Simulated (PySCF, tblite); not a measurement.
# C3H10OSi4: geometry, infrared bands and NMR shifts

What infrared bands and NMR shifts should C3H10OSi4 (`C#C[Si@@]1(C)[SiH2][SiH2][Si@@H]1O`) show?

The runs use tblite 0.8.0 and PySCF 2.14.0, with density-fitted response routines of our own; the level of theory stands in each step. All values are computed, except where a source is named. Atoms are numbered from 0 throughout.

### Step 1. The starting structure

18 atoms, charge 0, multiplicity 1; geometry from: force field or distance geometry start.

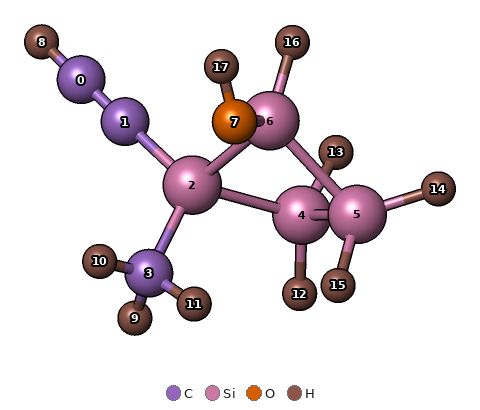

The starting geometry (carbon purple, silicon pink, oxygen orange, hydrogen brown), atoms numbered.

### Step 2. Optimising the geometry with GFN2-xTB

What the job is given:

```
{"job": {"kind": "relax", "xc": "GFN2-xTB", "basis": "xTB"}, "charge": 0, "multiplicity": 1}
C     -2.194200     2.653500    -1.016300
C     -1.598300     1.714500    -0.602900
Si    -0.653700     0.293400     0.050800
C     -1.167300    -0.320100     1.702500
Si    -0.428300    -1.403500    -1.377700
Si     1.564900    -1.696500    -0.378600
Si     1.574900     0.529400    -0.111100
O      2.287300     1.101800     1.331000
H     -2.731400     3.498300    -1.389600
H     -2.150300    -0.878000     1.635100
H     -1.162200     0.441700     2.480500
H     -0.436800    -1.116700     2.059600
H     -1.374700    -2.504000    -1.121100
H     -0.220800    -1.038600    -2.778500
H      2.608000    -2.205400    -1.250500
H      1.462800    -2.328900     0.972500
H      1.969800     1.264000    -1.329200
H      2.641600     2.001300     1.111800
```

On the command line:

```console
$ OMP_NUM_THREADS=1 python probes_run.py task.json out
```

This one command runs all jobs of the session in turn.

The log of the run:

```text
step      E/eV     max force
  0    -608.18526    2.717
  1    -608.46504    5.328
  2    -608.53018    4.723
  3    -608.69894    0.698
  4    -608.76383    0.732
  5    -609.01230    1.670
  6    -609.08514    1.092
  7    -609.14156    0.460
  8    -609.17422    0.551
  9    -609.20862    0.674
 10    -609.22892    0.403
 11    -609.23911    0.243
 12    -609.24594    0.252
 13    -609.25266    0.326
 14    -609.25862    0.226
 15    -609.26224    0.141
 16    -609.26453    0.126
 17    -609.26738    0.187
 18    -609.27217    0.237
 19    -609.27882    0.205
 20    -609.28610    0.238
 21    -609.29312    0.217
 22    -609.30038    0.226
 23    -609.30820    0.264
 24    -609.31679    0.248
 25    -609.32494    0.234
 26    -609.33146    0.171
 27    -609.33810    0.196
 28    -609.34773    0.278
 29    -609.36074    0.400
 30    -609.37473    0.379
 31    -609.38470    0.286
 32    -609.38719    0.341
 33    -609.39295    0.200
 34    -609.39608    0.165
 35    -609.39988    0.148
 36    -609.40250    0.099
 37    -609.40452    0.093
 38    -609.40610    0.120
 39    -609.40777    0.091
 40    -609.40937    0.115
 41    -609.41086    0.134
 42    -609.41231    0.117
 43    -609.41390    0.157
 44    -609.41579    0.134
 45    -609.41805    0.151
 46    -609.42078    0.134
 47    -609.42402    0.183
 48    -609.42773    0.197
 49    -609.43113    0.147
 50    -609.43346    0.117
 51    -609.43490    0.101
 52    -609.43611    0.085
 53    -609.43758    0.125
 54    -609.43985    0.176
 55    -609.44302    0.161
 56    -609.44581    0.144
 57    -609.44817    0.111
 58    -609.44999    0.108
 59    -609.45173    0.124
 60    -609.45411    0.137
 61    -609.45727    0.153
 62    -609.46113    0.166
 63    -609.46419    0.173
 64    -609.46695    0.123
 65    -609.46844    0.088
 66    -609.47057    0.102
 67    -609.47225    0.141
 68    -609.47451    0.146
 69    -609.47689    0.197
 70    -609.47973    0.226
 71    -609.48252    0.146
 72    -609.48408    0.125
 73    -609.48517    0.123
 74    -609.48628    0.098
 75    -609.48749    0.074
 76    -609.48868    0.085
 77    -609.49074    0.094
 78    -609.49294    0.101
 79    -609.49456    0.091
 80    -609.49551    0.057
 81    -609.49606    0.078
 82    -609.49662    0.078
 83    -609.49745    0.096
 84    -609.49886    0.080
 85    -609.49995    0.115
 86    -609.50085    0.079
 87    -609.50161    0.053
 88    -609.50208    0.053
 89    -609.50233    0.044
 90    -609.50278    0.054
 91    -609.50345    0.084
 92    -609.50442    0.087
 93    -609.50532    0.097
 94    -609.50588    0.075
 95    -609.50630    0.089
 96    -609.50673    0.062
 97    -609.50734    0.068
 98    -609.50793    0.107
 99    -609.50853    0.090
100    -609.50918    0.077
101    -609.50996    0.083
102    -609.51081    0.079
103    -609.51144    0.053
104    -609.51178    0.038
105    -609.51200    0.042
106    -609.51226    0.042
107    -609.51267    0.055
108    -609.51317    0.057
109    -609.51352    0.048
110    -609.51371    0.043
111    -609.51382    0.041
112    -609.51398    0.038
113    -609.51419    0.041
114    -609.51443    0.035
115    -609.51469    0.046
116    -609.51503    0.047
117    -609.51537    0.041
118    -609.51580    0.053
119    -609.51618    0.061
120    -609.51644    0.060
121    -609.51658    0.028
122    -609.51669    0.021
123    -609.51678    0.034
124    -609.51689    0.046
125    -609.51700    0.032
126    -609.51709    0.023
127    -609.51714    0.013
128    -609.51717    0.015
129    -609.51721    0.026
130    -609.51728    0.025
131    -609.51738    0.029
132    -609.51749    0.027
133    -609.51758    0.018
134    -609.51763    0.011
135    -609.51765    0.009
```

Wall time 1.9 s (1 thread of Intel Xeon Platinum 8488C, shared host); peak memory 0.18 GiB.

The steps of the relaxation: (not every step is listed)

```tsv
step	energy from step 0 (eV)	largest force (eV/Å)
0	0.0000	2.7168
1	-0.2798	5.3281
2	-0.3449	4.7234
3	-0.5137	0.6979
4	-0.5786	0.7318
5	-0.8270	1.6705
6	-0.8999	1.0922
7	-0.9563	0.4595
8	-0.9890	0.5511
20	-1.1008	0.2381
32	-1.2019	0.3415
44	-1.2305	0.1342
56	-1.2606	0.1442
68	-1.2893	0.1464
80	-1.3102	0.0570
92	-1.3192	0.0867
104	-1.3265	0.0376
116	-1.3298	0.0467
128	-1.3319	0.0148
130	-1.3320	0.0255
131	-1.3321	0.0288
132	-1.3322	0.0274
133	-1.3323	0.0177
134	-1.3324	0.0114
135	-1.3324	0.0090
```

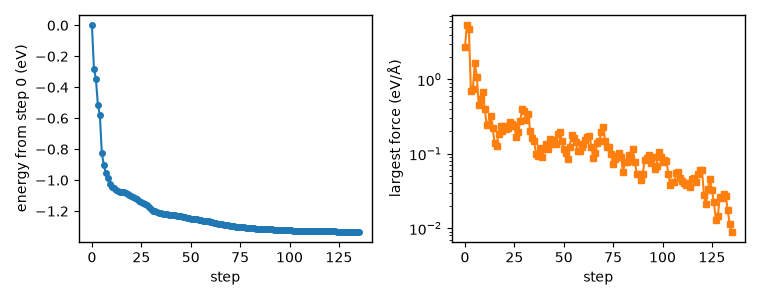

Energy and force, step by step.

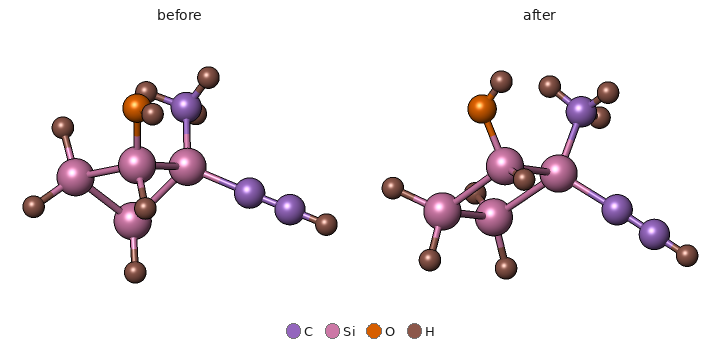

The geometry before (left) and after (right).

Close pairs (by a distance rule), those that changed most:

```tsv
bond	before (Å)	after (Å)	change (Å)
Si2–Si4	2.230	2.381	+0.152
Si2–Si6	2.247	2.377	+0.130
Si4–Si5	2.249	2.358	+0.110
Si5–Si6	2.242	2.347	+0.105
Si2–C3	1.835	1.917	+0.081
Si6–O7	1.707	1.644	-0.064
C3–H11	1.138	1.087	-0.051
C3–H9	1.132	1.086	-0.046
```

The final coordinates are the input of the step that follows.

### Step 3. Infrared spectrum with GFN2-xTB

What the job is given:

```
{"job": {"kind": "ir", "xc": "GFN2-xTB", "basis": "xTB"}, "charge": 0, "multiplicity": 1}
C     -2.173207     2.454237    -1.445707
C     -1.578866     1.615815    -0.818744
Si    -0.639118     0.303944     0.098467
C     -1.462525     0.269577     1.828993
Si    -0.421431    -1.777781    -1.036907
Si     1.917499    -1.483272    -1.100783
Si     1.725770     0.539156     0.073829
O      2.367174     0.217661     1.552693
H     -2.697271     3.189628    -1.987154
H     -2.505527    -0.029318     1.775056
H     -1.426718     1.243525     2.311061
H     -0.949623    -0.438434     2.474845
H     -0.926381    -2.959283    -0.317150
H     -1.098897    -1.884107    -2.337429
H      2.469692    -1.347158    -2.458838
H      2.733374    -2.561316    -0.524366
H      2.324684     1.811047    -0.370927
H      2.332613     0.842396     2.271403
```

The log of the run:

```text
mode    cm-1     km/mol
  1      36.9      0.64
  2      59.4      0.19
  3      76.3      0.60
  4     103.7      1.26
  5     120.9      0.75
  6     122.5      1.81
  7     145.4      1.04
  8     175.8      0.31
  9     219.5      7.37
 10     235.8     17.36
 11     264.1     32.36
 12     271.8     64.97
 13     286.0     36.67
 14     341.9     12.88
 15     347.8      4.29
 16     356.2      0.24
 17     384.8      4.51
 18     405.6      9.82
 19     431.6      6.65
 20     459.5     37.64
 21     479.3      0.36
 22     581.5    425.05
 23     604.6    306.84
 24     651.5     48.39
 25     663.3     53.38
 26     672.8     25.28
 27     681.0    136.67
 28     721.8     69.10
 29     779.0    192.04
 30     798.4     75.80
 31     811.6     70.61
 32     824.2    251.06
 33     841.3    185.03
 34     849.8    147.12
 35    1366.7      3.00
 36    1493.4      0.15
 37    1494.9      0.37
 38    2106.2    376.09
 39    2135.5     26.72
 40    2154.3    726.97
 41    2166.0    208.53
 42    2177.7    417.86
 43    2181.9      3.03
 44    3020.1     24.27
 45    3026.5     33.42
 46    3032.6      9.49
 47    3342.4      2.90
 48    3659.4      2.57
```

Run time: 1.3 s. Hardware: 1 thread of Intel Xeon Platinum 8488C, shared host; peak memory 0.18 GiB.

The strongest bands and the atoms that carry them (share of the mass-weighted mode):

```tsv
cm⁻¹	km/mol	atoms
582	425.1	H16 35 %, H13 14 %, H12 12 %, H14 10 %
605	306.8	H14 30 %, H15 22 %, H12 20 %, H13 16 %
779	192.0	H17 55 %, O7 24 %
824	251.1	H14 26 %, H15 26 %, H12 19 %, H13 19 %
2106	376.1	H16 95 %
2154	727.0	H14 56 %, H12 37 %
2166	208.5	H13 62 %, H15 24 %
2178	417.9	H15 64 %, H13 27 %
```

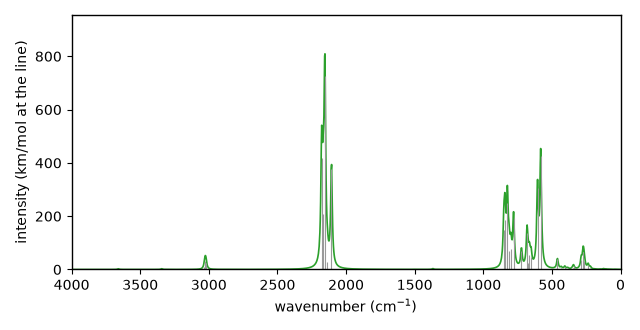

The infrared spectrum from these modes, unscaled. Lines are broadened to a width of 14 cm⁻¹ (Lorentzian).

### Step 4. NMR shieldings: PBE0/pcSseg-1

The job, as its differences from that of step 3:

```diff
@@ -1,2 +1,2 @@
-{"job": {"kind": "ir", "xc": "GFN2-xTB", "basis": "xTB"}, "charge": 0, "multiplicity": 1}
+{"job": {"kind": "nmr", "xc": "PBE0", "basis": "pcSseg-1"}, "charge": 0, "multiplicity": 1}
 C     -2.173207     2.454237    -1.445707
```

Method: GIAO PBE0/pcSseg-1 NMR shielding, non-relativistic, gas phase.

The log of the run:

```text
coarse grid: 17040 points
cycle   1  E = -1352.5430055972  dE =  6.350e-01  |g| = 8.240e-01  |ddm| = 4.065e+00
cycle   2  E = -1352.3589004689  dE =  1.841e-01  |g| = 1.261e+00  |ddm| = 2.556e+00
cycle   3  E = -1352.6752329569  dE = -3.163e-01  |g| = 1.360e-01  |ddm| = 1.967e+00
cycle   4  E = -1352.6789635274  dE = -3.731e-03  |g| = 4.306e-02  |ddm| = 2.156e-01
cycle   5  E = -1352.6794167916  dE = -4.533e-04  |g| = 1.227e-02  |ddm| = 5.384e-02
cycle   6  E = -1352.6794470139  dE = -3.022e-05  |g| = 7.713e-03  |ddm| = 1.967e-02
cycle   7  E = -1352.6794614936  dE = -1.448e-05  |g| = 1.936e-03  |ddm| = 6.943e-03
cycle   8  E = -1352.6794624972  dE = -1.004e-06  |g| = 2.928e-04  |ddm| = 2.311e-03
final grid: 146256 points
cycle   9  E = -1352.7343889781  dE = -2.426e-05  |g| = 7.074e-03  |ddm| = 2.790e-02
cycle  10  E = -1352.7343816536  dE =  7.325e-06  |g| = 9.284e-03  |ddm| = 1.712e-02
cycle  11  E = -1352.7343993588  dE = -1.771e-05  |g| = 1.102e-03  |ddm| = 1.066e-02
cycle  12  E = -1352.7343995714  dE = -2.126e-07  |g| = 2.784e-04  |ddm| = 1.295e-03
cycle  13  E = -1352.7343995842  dE = -1.279e-08  |g| = 1.502e-04  |ddm| = 3.222e-04
cycle  14  E = -1352.7343995897  dE = -5.505e-09  |g| = 4.086e-05  |ddm| = 1.432e-04
cycle  15  E = -1352.7343995901  dE = -3.809e-10  |g| = 1.112e-05  |ddm| = 4.309e-05
converged SCF energy = -1352.7343995901

GIAO shielding tensors (ppm)
atom      isotropic    diamagn.    paramagn.     s11        s22        s33       span
  0 C       77.468     261.404    -183.936      0.859      2.046    229.500    228.641
  1 C       98.607     260.800    -162.193      0.195      2.314    293.311    293.116
  2 Si     382.816     881.718    -498.903    329.706    388.422    430.319    100.614
  3 C      187.583     251.767     -64.184    183.937    186.042    192.770      8.834
  4 Si     447.089     880.947    -433.859    414.106    428.333    498.827     84.720
  5 Si     445.863     880.818    -434.954    398.485    434.524    504.581    106.096
  6 Si     322.379     878.330    -555.951    247.825    341.430    377.882    130.058
  7 O      335.252     385.568     -50.316    272.728    342.435    390.593    117.865
  8 H       29.420      33.685      -4.265     24.644     24.708     38.909     14.265
  9 H       30.968      29.474       1.495     26.648     28.179     38.077     11.429
 10 H       31.191      30.115       1.076     26.852     28.242     38.478     11.626
 11 H       31.177      31.474      -0.297     26.624     29.248     37.659     11.035
 12 H       27.691      29.461      -1.769     24.275     25.424     33.376      9.101
 13 H       27.667      29.228      -1.561     24.374     25.512     33.115      8.741
 14 H       27.699      29.019      -1.320     24.500     25.270     33.328      8.828
 15 H       27.497      28.869      -1.372     24.182     24.884     33.425      9.243
 16 H       25.054      28.746      -3.692     22.217     24.113     28.832      6.615
 17 H       31.417      30.947       0.469     23.260     25.813     45.177     21.918
```

It took 43 s on 1 thread of Intel Xeon Platinum 8488C, shared host; peak memory 1.1 GiB.

Shifts follow as δ = σ(reference) − σ, with reference shieldings (ppm) from runs at the same level and on the same kind of geometry: 1H TMS 31.72, 13C TMS 186.9, 29Si TMS 349.2, 17O H2O 336.1. The references are single molecules in the gas phase, so shifts against H2O, NH3, PH3, H3PO4 or CFCl3 are not on the usual liquid scales and can be off by tens of ppm. Atoms listed in one row are averaged.

```tsv
atoms	environment	σ (ppm)	δ (ppm)	δ scaled to CDCl3
C0	terminal alkyne carbon	77.5	109.5	104.9
C1	alkyne carbon	98.6	88.3	84.3
C3	methyl carbon bonded to Si	187.6	-0.7	-2.6
H16	hydrogen on a silicon bonded to O, 2 Si, in a 4-membered ring	25.05	6.66	–
H15	hydrogen on a silicon bonded to 2 Si, in a 4-membered ring	27.50	4.22	–
H13	hydrogen on a silicon bonded to 2 Si, in a 4-membered ring	27.67	4.05	–
H12	hydrogen on a silicon bonded to 2 Si, in a 4-membered ring	27.69	4.03	–
H14	hydrogen on a silicon bonded to 2 Si, in a 4-membered ring	27.70	4.02	–
H8	hydrogen on a terminal alkyne carbon	29.42	2.30	2.27
H9, H10, H11	hydrogen on a methyl carbon bonded to Si	31.11	0.60	0.68
H17	hydrogen on an oxygen bonded to Si	31.42	0.30	–
Si6	silicon bonded to O, 2 Si, H, in a 4-membered ring	322.4	26.8	–
Si2	silicon bonded to 2 C, 2 Si, in a 4-membered ring	382.8	-33.7	–
Si5	silicon bonded to 2 Si, 2 H, in a 4-membered ring	445.9	-96.7	–
Si4	silicon bonded to 2 Si, 2 H, in a 4-membered ring	447.1	-97.9	–
O7	oxygen bonded to Si, H	335.3	0.8	–
```

The scaled column applies a straight-line fit of computed shieldings to shifts measured in CDCl3 (root-mean-square error 0.16 ppm for H, 1.9 ppm for C).

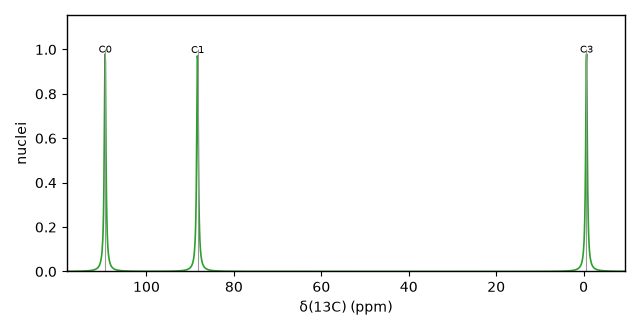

13C lines at the computed shifts, without couplings. Lines are broadened to a width of 0.44 ppm (Lorentzian).

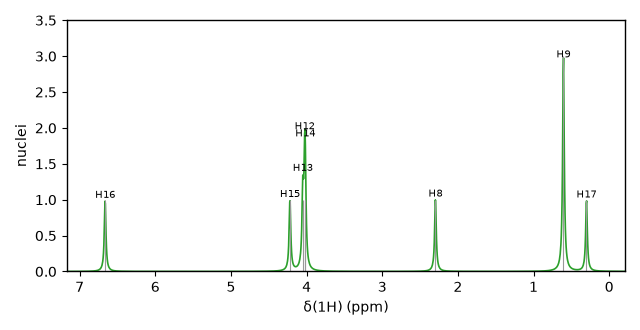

1H lines at the computed shifts, without couplings. Lines are broadened to a width of 0.03 ppm (Lorentzian).

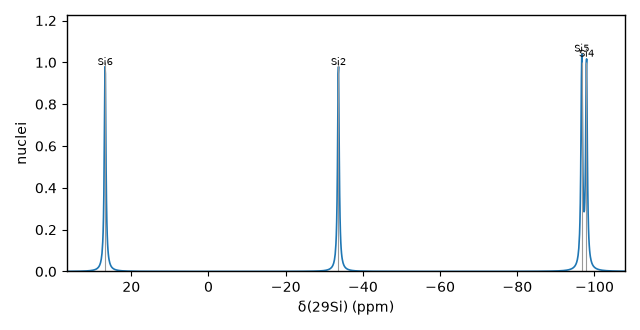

29Si lines at the computed shifts, without couplings. Lines are broadened to a width of 0.50 ppm (Lorentzian).

The run also stored atomic charges by several schemes (e):

```tsv
atoms	Mulliken	IAO	Hirshfeld	ESP fit
C0	-0.24	-0.20	-0.10	-0.29
C1	-0.13	-0.31	-0.17	-0.29
Si2	0.21	0.47	0.22	0.46
C3	-0.58	-0.68	-0.21	-0.50
Si4	0.11	0.14	0.14	-0.03
Si5	-0.03	0.13	0.14	0.16
Si6	0.60	0.62	0.25	0.32
O7	-0.57	-0.79	-0.31	-0.66
```

ESP fit charges:

C0 -0.29; C1 -0.29; Si2 0.46; C3 -0.50; Si4 -0.03; Si5 0.16; Si6 0.32; O7 -0.66; H8 0.29; H9 0.15; H10 0.13; H11 0.10; H12 -0.03; H13 -0.03; H14 -0.08; H15 -0.05; H16 -0.09; H17 0.43

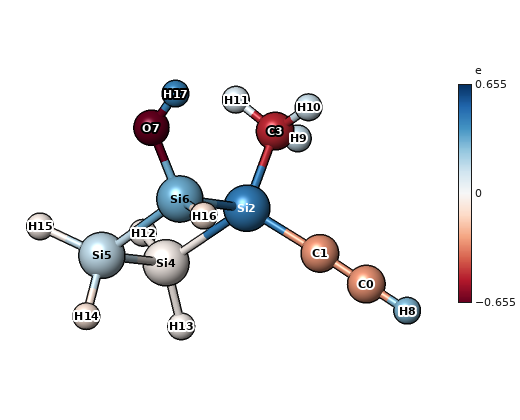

ESP fit charges, as colours on the atoms.

Mayer bond orders: C0–C1 2.55, C1–Si2 0.85, Si2–C3 0.95, Si2–Si4 0.84, Si4–Si5 0.87, Si5–Si6 0.87, Si6–O7 0.95, Si6–Si2 0.81.

Ring of atoms Si2, Si4, Si5, Si6: NICS(0) 3.2, NICS(1) -0.3, NICS(1)zz 5.7 ppm (means of both faces).

### Step 5. Outcome

| quantity | value |
| --- | --- |
| strongest single infrared mode (GFN2-xTB) | 2154 cm⁻¹, 727 km/mol |
| zero-point energy (GFN2-xTB) | 68.9 kcal/mol |
| 13C shifts against TMS (PBE0/pcSseg-1) | 109.5, 88.3, -0.7 ppm |
| 1H shifts against TMS (PBE0/pcSseg-1, means over atoms taken as alike) | 6.66, 4.22, 4.05, 4.03, 4.02, 2.30, 0.60, 0.30 ppm |
| 29Si shifts against TMS (PBE0/pcSseg-1) | 26.8, -33.7, -96.7, -97.9 ppm |
| 17O shifts against H2O (PBE0/pcSseg-1) | 0.8 ppm |

What this shows: Over 135 steps the energy fell by 1.332 eV; of the close pairs, Si2–Si4 changed most, 2.230 to 2.381 Å. All 48 modes are real, so the xTB geometry is a minimum. The strongest single mode, at 2154 cm⁻¹, moves mainly H14 and H12. Unscaled tight-binding wavenumbers are off by several per cent, some by more. Its intensities can rank the bands wrongly. At PBE0/pcSseg-1: The widest tensor belongs to C1: span 293 ppm, with a paramagnetic part of -162 ppm.
